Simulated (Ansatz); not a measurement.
## Run report: C$_{2}$H$_{10}$O$_{3}$Si$_{2}$, geometry relaxation (part 2 of 2)

The same run, continued: C$_{2}$H$_{10}$O$_{3}$Si$_{2}$; RKS PBE/6-31G* (Ansatz 0.2.0). It belongs to a series of runs on one base structure; here: start relaxed.

Geometry of the input (Å):
```
Si 0.0000  0.0000  0.0000
O  0.0000  0.0000  1.6800
Si -1.3147  -0.4067  2.6436
H  -2.2390  -1.2403  1.8804
H  -0.8506  -1.1432  3.8157
H  -1.9987  0.8095  3.0733
O  1.5842  0.0000  -0.5594
C  2.3503  -1.1632  -0.8360
H  1.7187  -1.9052  -1.3675
H  3.2179  -0.8926  -1.4733
H  2.7141  -1.6023  0.1163
H  -0.6877  1.1914  -0.4862
O  -0.7913  -1.3709  -0.5594
C  -1.5365  -2.2685  0.2501
H  -1.2251  -2.1576  1.3097
H  -2.6187  -2.0400  0.1571
H  -1.3490  -3.3106  -0.0830
```

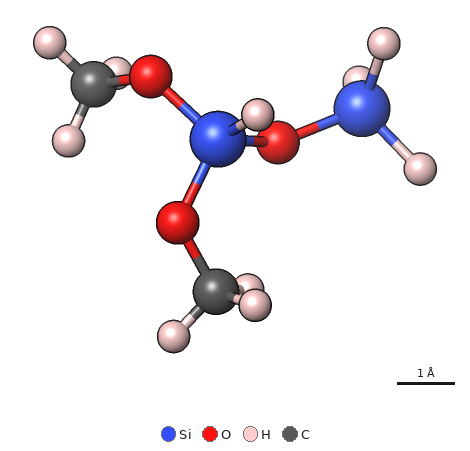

**Figure 1.** The geometry at step 17 of the log (ball-and-stick view, seen at a tilt).

**Log, continued**
```
relax step  39: F+E_penalty+E_count = -24118.00291237 eV  Δ(F+E_penalty+E_count) = -9.589e-5 eV  max|allowed force component| = 2.812e-2 eV/Å  Δτ_max = 0.0401 Å  (30 SCF iters, accepted)
the calculation of the forces begins
reference -24118.00303584 eV, -886.3202637976 hartree; 37, 37 occupied and 96, 96 virtual orbitals, 1599 factors
relax step  40: F+E_penalty+E_count = -24118.00299520 eV  Δ(F+E_penalty+E_count) = -8.283e-5 eV  max|allowed force component| = 1.677e-2 eV/Å  Δτ_max = 0.0080 Å  (24 SCF iters, accepted)
1599 factors; their error is unknown
mean field -24118.00299520 eV, -886.3202623041 hartree, gradient 6.0e-6 eV, S^2 0.000000; 1 other end points of the search recorded, 0 dependent functions left out
the calculation of the forces begins
reference -24118.00303584 eV, -886.3202637976 hartree; 37, 37 occupied and 96, 96 virtual orbitals, 1599 factors
Total energy: -24118.00303584 eV, -886.3202637976 hartree
Atom 0 at    -0.493549    -0.444437    -0.122773 Å, force    -0.002291    -0.012993     0.002863 eV/Å
Atom 1 at    -0.980866    -0.706727     1.450489 Å, force     0.010805     0.015396     0.004405 eV/Å
Atom 2 at    -0.664547     0.005706     2.929974 Å, force    -0.001625    -0.000799    -0.003395 eV/Å
Atom 3 at    -1.672544    -0.510941     3.910337 Å, force     0.006763     0.002745    -0.005025 eV/Å
Atom 4 at     0.712959    -0.350926     3.413352 Å, force    -0.013475     0.004440    -0.005344 eV/Å
Atom 5 at    -0.770073     1.502650     2.855691 Å, force     0.002224    -0.016772     0.001147 eV/Å
Atom 6 at     1.085206     0.034685    -0.246587 Å, force    -0.003146     0.001645    -0.000351 eV/Å
Atom 7 at     2.193727    -0.849197    -0.045441 Å, force     0.003789    -0.000956     0.000419 eV/Å
Atom 8 at     2.039988    -1.813250    -0.561316 Å, force     0.000260     0.000171     0.000247 eV/Å
Atom 9 at     3.090863    -0.360081    -0.458396 Å, force    -0.002017    -0.000821     0.000855 eV/Å
Atom 10 at     2.359948    -1.039110     1.031449 Å, force    -0.000349     0.000138    -0.000793 eV/Å
Atom 11 at    -1.287487     0.672242    -0.706001 Å, force     0.000556    -0.000171    -0.000263 eV/Å
Atom 12 at    -0.664473    -1.877128    -0.943044 Å, force    -0.004079     0.008169     0.006464 eV/Å
Atom 13 at    -1.775731    -2.757254    -0.763781 Å, force     0.004396     0.001200    -0.001922 eV/Å
Atom 14 at    -1.964375    -2.961459     0.305452 Å, force    -0.000529    -0.000341     0.002470 eV/Å
Atom 15 at    -2.695672    -2.339111    -1.214893 Å, force    -0.001790     0.000908    -0.000941 eV/Å
Atom 16 at    -1.539474    -3.705864    -1.273112 Å, force     0.000509    -0.001957    -0.000834 eV/Å
Dipole moment:    -0.020672    -0.234646     0.136773 e Å
```

**Trajectory as extended XYZ (Å, eV, eV/Å), 6 of the 40 frames kept, from step=1 to step=40**
```
17
Properties=species:S:1:pos:R:3:forces:R:3 step=1 energy=-24116.85721
Si    0.0000    0.0000    0.0000    0.9223  -0.8605   0.1243
O     0.0000    0.0000    1.6800   -0.1049  -0.2578  -0.3716
Si   -1.3147   -0.4067    2.6436    0.1528   1.0083   0.2629
H    -2.2390   -1.2403    1.8804   -1.0917   0.7327   0.9115
H    -0.8506   -1.1432    3.8157    0.2973  -0.4228   0.5482
H    -1.9987    0.8095    3.0733   -0.2919   0.6995   0.3355
O     1.5842    0.0000   -0.5594   -0.9213   0.6282   0.1075
C     2.3503   -1.1632   -0.8360   -0.1680  -0.3748   0.0827
H     1.7187   -1.9052   -1.3675    0.2705  -0.0491   0.0617
H     3.2179   -0.8926   -1.4733   -0.2220   0.0374   0.1668
H     2.7141   -1.6023    0.1163    0.0831  -0.0639  -0.2050
H    -0.6877    1.1914   -0.4862   -0.0365   0.5183  -0.2589
O    -0.7913   -1.3709   -0.5594    0.2060   0.3257  -0.1506
C    -1.5365   -2.2685    0.2501    0.7752  -0.7933  -0.6987
H    -1.2251   -2.1576    1.3097    0.0566  -1.1111  -0.9453
H    -2.6187   -2.0400    0.1571    0.1063  -0.1483   0.1511
H    -1.3490   -3.3106   -0.0830   -0.0337   0.1316  -0.1220
17
Properties=species:S:1:pos:R:3:forces:R:3 step=9 energy=-24117.94453
Si   -0.2043   -0.2032   -0.0570   -0.0050   0.0018   0.0509
O    -0.2875   -0.5338    1.5748   -0.2314   0.0764   0.3112
Si   -1.1538   -0.0876    2.9459    0.0488  -0.0367  -0.1852
H    -2.5431   -0.6994    2.9345    0.2329   0.1333  -0.0245
H    -0.4265   -0.5958    4.1597   -0.0209   0.0150  -0.1172
H    -1.2744    1.4165    3.0518   -0.0230  -0.1974  -0.0407
O     1.3666    0.0146   -0.5364    0.0043  -0.1166  -0.0090
C     2.3058   -1.0691   -0.5701   -0.0416   0.0449   0.0157
H     1.8689   -1.9673   -1.0467    0.0241   0.0345   0.0243
H     3.1761   -0.7415   -1.1618   -0.0092   0.0063   0.0076
H     2.6460   -1.3277    0.4510   -0.0175   0.0035  -0.0415
H    -0.8750    1.0873   -0.3719   -0.0018  -0.0137  -0.0055
O    -0.8764   -1.4716   -0.8955    0.0183  -0.0328   0.0511
C    -1.5495   -2.5981   -0.3309    0.0304   0.0111  -0.0151
H    -1.1508   -2.8703    0.6645   -0.0215   0.0214  -0.0519
H    -2.6332   -2.3981   -0.2355    0.0080   0.0101   0.0038
H    -1.4149   -3.4551   -1.0147    0.0050   0.0388   0.0261
17
Properties=species:S:1:pos:R:3:forces:R:3 step=17 energy=-24117.98357
Si   -0.2861   -0.4103   -0.0384    0.0066  -0.0081   0.0165
O    -0.4644   -0.7774    1.5778   -0.0559   0.0239  -0.0216
Si   -0.9691   -0.0389    2.9890    0.0703   0.0262  -0.0178
H    -2.3455   -0.5197    3.3541    0.0418   0.0139  -0.0002
H    -0.0106   -0.3971    4.0847   -0.0350  -0.0154   0.0002
H    -0.9973    1.4588    2.8503   -0.0299  -0.0408  -0.0065
O     1.2609    0.0105   -0.4402    0.0059  -0.0309  -0.0024
C     2.3486   -0.9217   -0.4147   -0.0100   0.0214  -0.0066
H     2.0857   -1.8624   -0.9309    0.0019   0.0101   0.0065
H     3.2005   -0.4540   -0.9350   -0.0052  -0.0048   0.0119
H     2.6490   -1.1518    0.6246   -0.0048   0.0032  -0.0104
H    -1.1093    0.7857   -0.3800    0.0102  -0.0142   0.0068
O    -0.6785   -1.7713   -0.9068   -0.0030  -0.0093   0.0440
C    -1.7200   -2.6750   -0.5333   -0.0328   0.0364   0.0247
H    -1.6542   -2.9578    0.5345    0.0022   0.0108  -0.0522
H    -2.7195   -2.2352   -0.7235    0.0372  -0.0297   0.0045
H    -1.6163   -3.5826   -1.1507    0.0004   0.0073   0.0024
17
Properties=species:S:1:pos:R:3:forces:R:3 step=24 energy=-24117.99277
Si   -0.3571   -0.4584   -0.0568    0.0168  -0.0055  -0.0027
O    -0.6473   -0.7981    1.5469   -0.0241   0.0474   0.0991
Si   -0.8561    0.0013    3.0019   -0.0176  -0.0919  -0.0386
H    -2.1346   -0.4717    3.6382    0.0799   0.0185  -0.0311
H     0.2900   -0.3121    3.9232   -0.0509   0.0223  -0.0510
H    -0.9381    1.4881    2.8052    0.0115  -0.0003   0.0053
O     1.1998    0.0024   -0.3672   -0.0072   0.0066  -0.0028
C     2.3155   -0.8908   -0.2961    0.0090  -0.0087   0.0011
H     2.1206   -1.8242   -0.8541    0.0028   0.0129   0.0103
H     3.1830   -0.3790   -0.7450   -0.0179  -0.0083   0.0102
H     2.5580   -1.1427    0.7535   -0.0028  -0.0004  -0.0105
H    -1.1905    0.7027   -0.4810    0.0036  -0.0080   0.0009
O    -0.6500   -1.8520   -0.9110   -0.0412  -0.0018   0.0242
C    -1.7604   -2.7117   -0.6432    0.0014   0.0170   0.0093
H    -1.8168   -2.9826    0.4278    0.0026   0.0107  -0.0372
H    -2.7179   -2.2413   -0.9431    0.0364  -0.0132   0.0096
H    -1.6243   -3.6301   -1.2378   -0.0022   0.0027   0.0039
17
Properties=species:S:1:pos:R:3:forces:R:3 step=32 energy=-24118.00164
Si   -0.4508   -0.4582   -0.0929    0.0041  -0.0113  -0.0019
O    -0.8662   -0.7807    1.4896   -0.0034   0.0210   0.0006
Si   -0.7120    0.0243    2.9472    0.0111  -0.0065  -0.0108
H    -1.7177   -0.5457    3.8981   -0.0136  -0.0028   0.0054
H     0.6614   -0.1701    3.5199    0.0121  -0.0040   0.0015
H    -0.9572    1.4977    2.7899   -0.0062   0.0002   0.0000
O     1.1261    0.0085   -0.2731   -0.0092   0.0034   0.0003
C     2.2303   -0.8866   -0.1019   -0.0011  -0.0038  -0.0009
H     2.0871   -1.8167   -0.6796   -0.0003  -0.0005   0.0002
H     3.1352   -0.3737   -0.4655    0.0035   0.0016  -0.0016
H     2.3749   -1.1442    0.9638    0.0007   0.0009   0.0034
H    -1.2518    0.6925   -0.5965    0.0000  -0.0013   0.0005
O    -0.6775   -1.8580   -0.9539   -0.0042  -0.0025   0.0038
C    -1.7842   -2.7388   -0.7522   -0.0086   0.0065   0.0082
H    -1.9198   -2.9832    0.3173    0.0020   0.0028  -0.0163
H    -2.7237   -2.2992   -1.1396    0.0149  -0.0064   0.0043
H    -1.5801   -3.6682   -1.3091   -0.0018   0.0027   0.0032
17
Properties=species:S:1:pos:R:3:forces:R:3 step=40 energy=-24118.00299
Si   -0.4935   -0.4444   -0.1228   -0.0023  -0.0130   0.0029
O    -0.9809   -0.7067    1.4505    0.0108   0.0154   0.0044
Si   -0.6645    0.0057    2.9300   -0.0016  -0.0008  -0.0034
H    -1.6725   -0.5109    3.9103    0.0068   0.0027  -0.0050
H     0.7130   -0.3509    3.4134   -0.0135   0.0044  -0.0053
H    -0.7701    1.5027    2.8557    0.0022  -0.0168   0.0011
O     1.0852    0.0347   -0.2466   -0.0031   0.0016  -0.0004
C     2.1937   -0.8492   -0.0454    0.0038  -0.0010   0.0004
H     2.0400   -1.8133   -0.5613    0.0003   0.0002   0.0002
H     3.0909   -0.3601   -0.4584   -0.0020  -0.0008   0.0009
H     2.3599   -1.0391    1.0314   -0.0003   0.0001  -0.0008
H    -1.2875    0.6722   -0.7060    0.0006  -0.0002  -0.0003
O    -0.6645   -1.8771   -0.9430   -0.0041   0.0082   0.0065
C    -1.7757   -2.7573   -0.7638    0.0044   0.0012  -0.0019
H    -1.9644   -2.9615    0.3055   -0.0005  -0.0003   0.0025
H    -2.6957   -2.3391   -1.2149   -0.0018   0.0009  -0.0009
H    -1.5395   -3.7059   -1.2731    0.0005  -0.0020  -0.0008
```

**Summary**

```json
{"quantity": "outcome", "value": "converged"}
{"quantity": "total energy", "value": "−24118.0030 eV"}
{"quantity": "mean-field energy", "value": "−24118.0030 eV"}
{"quantity": "largest force (length of the vector) at the end", "value": "0.019 eV/Å"}
{"quantity": "hardware", "value": "4 threads of AMD EPYC (Zen 3), 24 GiB of memory available, shared host"}
{"quantity": "wall time", "value": "69 s (CPU time 4.2 min)"}
{"quantity": "peak memory", "value": "0.22 GiB"}
```
